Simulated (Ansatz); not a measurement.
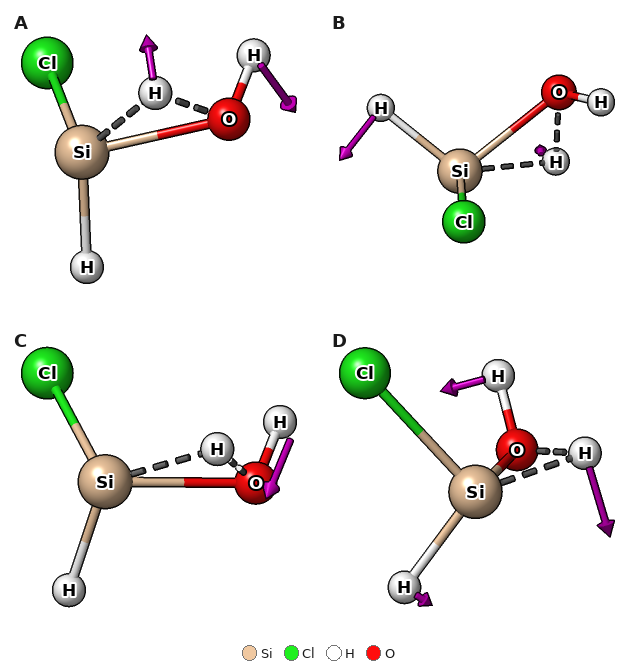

4 normal modes of one molecule or complex, as arrows. Broken sticks mark bonds that form or break. Harmonic vibrations computed with RKS PBE0-D4/def2-TZVP (Ansatz 0.2.0) at a stationary point of the same level. It is a saddle point of order 1.

**Match the panels to the wavenumbers 327 cm⁻¹, 715 cm⁻¹, 1073 cm⁻¹, 3781 cm⁻¹.**

A: 327 cm⁻¹
B: 715 cm⁻¹
C: 3781 cm⁻¹
D: 1073 cm⁻¹
